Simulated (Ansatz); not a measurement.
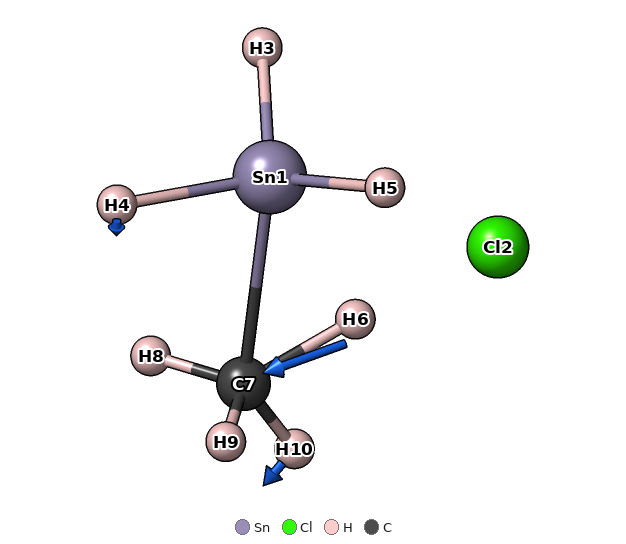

The arrows show one normal mode. Harmonic vibrations computed with RKS PBE0-D4/def2-SVP, core potentials on Sn (Ansatz 0.2.0) at a stationary point of the same level. It is a saddle point of order 1.

Q: Describe the motion.

A: Mostly C–H stretching.

Q: At what wavenumber does it lie?

A: 1001i cm⁻¹; it is mode 1 of 24 counted from the lowest.
